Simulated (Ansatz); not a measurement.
# GeH3F (fluorogermane) at 6 levels

Wanted: a comparison of 6 runs (HF/3-21G, HF/6-31G**, B3LYP/6-31G*, B2PLYP/def2-SVP, wB97X/def2-SVP) of GeH3F (fluorogermane). 

Program for the calculation: Ansatz 0.2.0.

4 further runs of the same task are left out: 1 that didn't finish, 3 set aside as unsound or not needed.

## (1) The system as given

GeH3F: 5 atoms, total charge 0, spin state singlet. As SMILES, `[F][GeH3]`. Geometry: relaxed at PBE0-D4/def2-TZVP.

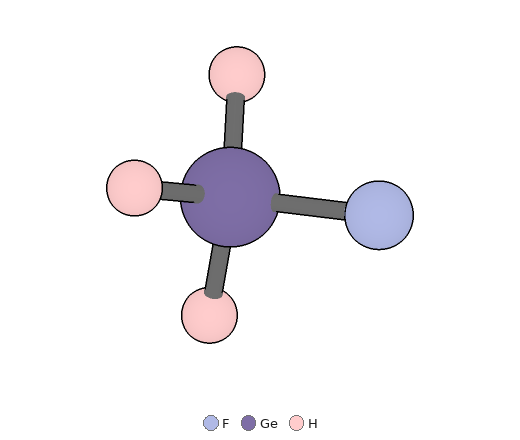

Viewed from a chosen angle; fluorine light blue, germanium purple, hydrogen pink.

## (2) Energy and forces at HF/3-21G (run 1)

The input, in.yaml:

```yaml
crystal:
  periodic: [false, false, false]
  atoms:
    - {symbol: F, position_ang: [-1.046500, 0.474300, 1.162200]}
    - {symbol: Ge, position_ang: [0.068200, -0.041600, -0.072800]}
    - {symbol: H, position_ang: [1.331000, -0.512000, 0.658600]}
    - {symbol: H, position_ang: [-0.627800, -1.178000, -0.831200]}
    - {symbol: H, position_ang: [0.325100, 1.183600, -0.958100]}
basis:
  gaussian:
    orbitals: 3-21G-spherical.json
hamiltonian:
  xc: hf
accuracy: high
output: {forces: true, orbitals: {seedname: orbitals}}
```

The basis set 3-21G is read from a file made from the Basis Set Exchange's data (not shown).

Run with:

```
$ ansatz run in.yaml --threads 1 --pin off --max-ram 2610MiB --events-out events.jsonl --progress --plain --runs-dir runs
```

What it wrote:

```text
Warning: RAYON_NUM_THREADS=1 ignored (pool sized by the plan → 1); use --threads N
Functional definition: HF
  name "HF"
  exchange = exact_x
  correlation = 0
618 factors; integrals over basis functions are off by at most 4.0e-9 eV
mean field evaluation 1: about -58938.3495 eV, gradient 2.6e1 eV
mean field evaluation 2: about -58938.4905 eV, gradient 2.7e1 eV
mean field evaluation 4: about -58939.8785 eV, gradient 1.3e0 eV
mean field evaluation 8: about -58939.8944 eV, gradient 4.1e-5 eV
mean field -58939.89436487 eV, -2166.0011670138 hartree, gradient 2.4e-8 eV, S^2 0.000000; 0 other end points of the search recorded, 0 dependent functions left out
the calculation of the forces begins
reference -58939.89436487 eV, -2166.0011670138 hartree; 22, 22 occupied and 15, 15 virtual orbitals, 618 factors
Total energy: -58939.89436487 eV, -2166.0011670138 hartree
Atom 0 at    -1.046500     0.474300     1.162200 Å, force     0.872565    -0.403242    -0.967100 eV/Å
Atom 1 at     0.068200    -0.041600    -0.072800 Å, force    -1.140056     0.525912     1.263549 eV/Å
Atom 2 at     1.331000    -0.512000     0.658600 Å, force     0.016033    -0.015460    -0.175785 eV/Å
Atom 3 at    -0.627800    -1.178000    -0.831200 Å, force     0.161401     0.034519    -0.065235 eV/Å
Atom 4 at     0.325100     1.183600    -0.958100 Å, force     0.090057    -0.141729    -0.055430 eV/Å
Dipole moment:     0.335395    -0.155087    -0.371693 e Å
```

Run time: 0.36 s. Hardware: 1 thread of Arm Neoverse V2, shared host.

## (3) Energy and gradient at HF/6-31G(d,p) (spherical functions) (run 2)

The input, job.yaml:

```yaml
crystal:
  periodic: [false, false, false]
  atoms:
    - symbol: F
      position_ang: [-1.046500, 0.474300, 1.162200]
    - symbol: Ge
      position_ang: [0.068200, -0.041600, -0.072800]
    - symbol: H
      position_ang: [1.331000, -0.512000, 0.658600]
    - symbol: H
      position_ang: [-0.627800, -1.178000, -0.831200]
    - symbol: H
      position_ang: [0.325100, 1.183600, -0.958100]
basis:
  gaussian: {orbitals: 6-31G_st__st_-spherical.json}
hamiltonian: {xc: hf}
accuracy: high
output: {forces: true, orbitals: {seedname: orbitals}}
```

The basis set 6-31G** is read from a file made from the Basis Set Exchange's data (not shown).

Run with:

```
$ ansatz run job.yaml --threads 1 --pin off --max-ram 2610MiB --events-out events.jsonl --progress --plain --runs-dir runs
```

What it wrote, cut to the lines that bear on the results:

```text
Warning: RAYON_NUM_THREADS=1 ignored (pool sized by the plan → 1); use --threads N
[... 2 set-up lines as earlier in the session ...]
[...]
1262 factors; integrals over basis functions are off by at most 4.0e-9 eV
[...]
mean field -59219.60431045 eV, -2176.2803179195 hartree, gradient 3.1e-8 eV, S^2 0.000000; 0 other end points of the search recorded, 0 dependent functions left out
[...]
reference -59219.60431045 eV, -2176.2803179195 hartree; 22, 22 occupied and 39, 39 virtual orbitals, 1262 factors
Total energy: -59219.60431045 eV, -2176.2803179195 hartree
Atom 0 at    -1.046500     0.474300     1.162200 Å, force     0.290219    -0.133765    -0.321866 eV/Å
Atom 1 at     0.068200    -0.041600    -0.072800 Å, force    -0.334305     0.152875     0.370835 eV/Å
Atom 2 at     1.331000    -0.512000     0.658600 Å, force    -0.051971     0.016784    -0.086467 eV/Å
Atom 3 at    -0.627800    -1.178000    -0.831200 Å, force     0.080569     0.062432     0.014308 eV/Å
Atom 4 at     0.325100     1.183600    -0.958100 Å, force     0.015489    -0.098326     0.023190 eV/Å
Dipole moment:     0.328828    -0.152071    -0.364395 e Å
```

Run time: 1.7 s. Hardware: 1 thread of Arm Neoverse V2, shared host.

Runs 3 to 5 aren't shown in full; the table further down has their settings and results.

## (4) Energy and forces at wB97X/def2-SVP (run 6)

in.yaml: that of step 2 with these lines changed.

```diff
@@ -9,6 +9,4 @@
 basis:
-  gaussian:
-    orbitals: 3-21G-spherical.json
-hamiltonian:
-  xc: hf
+  gaussian: {orbitals: def2-SVP}
+hamiltonian: {xc: {name: wB97X}}
 accuracy: high
```

Run with:

```
$ ansatz run in.yaml --threads 1 --pin off --max-ram 2610MiB --events-out events.jsonl --progress --plain --runs-dir runs
```

What it wrote, cut to the lines that bear on the results:

```text
Warning: RAYON_NUM_THREADS=1 ignored (pool sized by the plan → 1); use --threads N
Functional definition: wB97X
  name "wB97X"
[...]
      + exact_x_lr(omega)
[...]
      + integral(e_c_pw_opposite_spin*poly(b97_u_opposite, 1, cos1, cos2, cos3, cos4))
1231 factors; integrals over basis functions are off by at most 4.6e-9 eV
237 factors; integrals over basis functions are off by at most 2.1e-9 eV
[...]
mean field -59275.82678909 eV, -2178.3464559006 hartree, gradient 2.9e-8 eV, S^2 0.000000; 0 other end points of the search recorded, 0 dependent functions left out
[...]
reference -59275.82678665 eV, -2178.3464558109 hartree; 22, 22 occupied and 39, 39 virtual orbitals, 1231 factors
Total energy: -59275.82678665 eV, -2178.3464558109 hartree
Atom 0 at    -1.046500     0.474300     1.162200 Å, force    -0.065744     0.030925     0.072549 eV/Å
Atom 1 at     0.068200    -0.041600    -0.072800 Å, force     0.020927    -0.011348    -0.022859 eV/Å
Atom 2 at     1.331000    -0.512000     0.658600 Å, force    -0.010069     0.002140    -0.043029 eV/Å
Atom 3 at    -0.627800    -1.178000    -0.831200 Å, force     0.039867     0.019661    -0.005069 eV/Å
Atom 4 at     0.325100     1.183600    -0.958100 Å, force     0.015019    -0.041378    -0.001592 eV/Å
Dipole moment:     0.288117    -0.133245    -0.319282 e Å
```

Wall time 12 s (1 thread of Arm Neoverse V2, shared host); peak memory 0.29 GiB.

## (5) All runs side by side

| run | level | Cartesian functions | frozen core orbitals | energy (Eh) | dipole moment (D) | HOMO energy (eV) | LUMO energy (eV) | wall time |
| --- | --- | --- | --- | --- | --- | --- | --- | --- |
| 1 | HF/3-21G | no | – | -2166.001167 | 2.52 | -13.04 | 3.66 | 0.36 s |
| 2 | HF/6-31G** (spherical functions) | no | – | -2176.280318 | 2.47 | -13.12 | 2.97 | 1.7 s |
| 3 | B3LYP/6-31G* (spherical functions) | no | – | -2178.418654 | 2.08 | -9.16 | -0.22 | 3.6 s |
| 4 | B3LYP/6-31G* (Cartesian functions) | yes | – | -2178.425504 | 2.08 | -9.16 | -0.26 | 3.6 s |
| 5 | B2PLYP/def2-SVP | no | 10 | -2177.869237 | 2.11 | -10.98 | 1.31 | 8.4 s |
| 6 | wB97X/def2-SVP | no | – | -2178.346456 | 2.16 | -11.98 | 2.29 | 12 s |

## (6) Results

```
                       quantity           value
            run 6: total energy  -2178.34646 Eh
           run 6: dipole moment          2.16 D
             run 6: HOMO energy       -11.98 eV
             run 6: LUMO energy         2.29 eV
           run 6: HOMO–LUMO gap        14.28 eV
run 6: largest force on an atom      0.103 eV/Å
```

**Reading.** The dipole moment (its size) runs from 2.08 D (B3LYP/6-31G*) to 2.52 D (HF/3-21G). The two ends differ in method and basis. The HOMO–LUMO gap runs from 8.91 eV (B3LYP/6-31G*) to 16.70 eV (HF/3-21G). Totals of different functionals can't be ranked against each other. All runs together took 30 s, the longest 12 s.
